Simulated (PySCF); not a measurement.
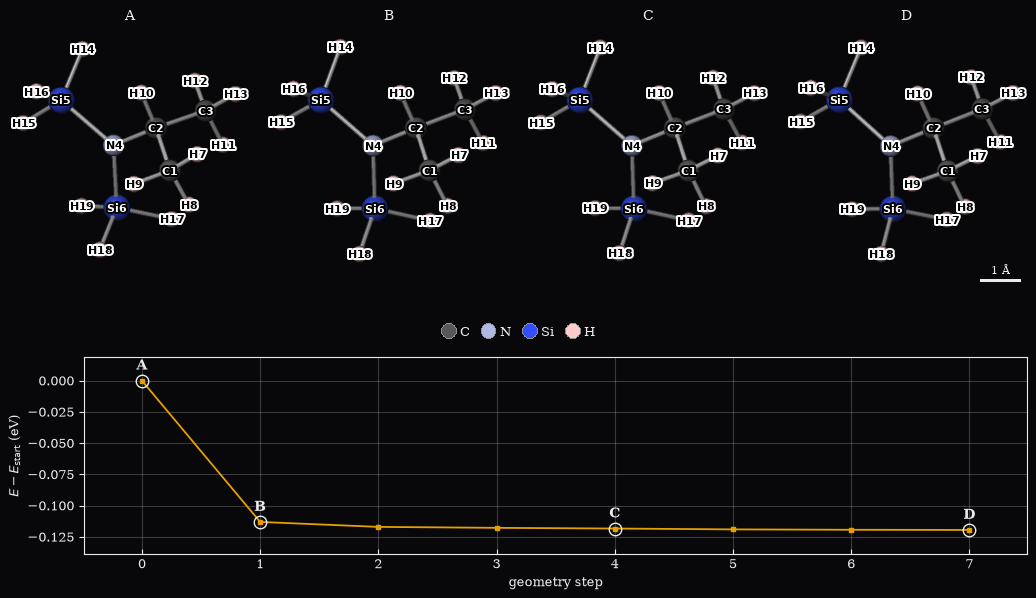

Frames of a relaxation of C$_{3}$H$_{13}$NSi$_{2}$, marked on the history of the run. A ball-and-stick model, seen at a tilt.

The start comes from GFN2-xTB.

Computed with PySCF, PBE0-D3(BJ)/def2-SVP geometry optimisation, gas phase. 

What happens along the run?

The atom that moves furthest after the best rigid fit is H19 (0.20 Å). Largest moves by element: H 0.20 Å, C 0.06 Å, Si 0.06 Å, N 0.03 Å. Among the contacts that change: Si5–H15 1.456 → 1.491 Å, Si5–H14 1.469 → 1.499 Å, C2–N4 1.458 → 1.476 Å, C1–H7 1.088 → 1.100 Å. Among the angles between lasting bonds that change: N4–Si6–H18 111.0° → 113.5°. The energy falls by 0.119 eV in 7 geometry steps. From step 0 to 1: H atoms move most (0.11 Å), energy −0.113 eV. From step 1 to 4: H17 moves most (0.05 Å), energy −0.005 eV. From step 4 to 7: H19 moves most (0.08 Å), energy −0.001 eV.
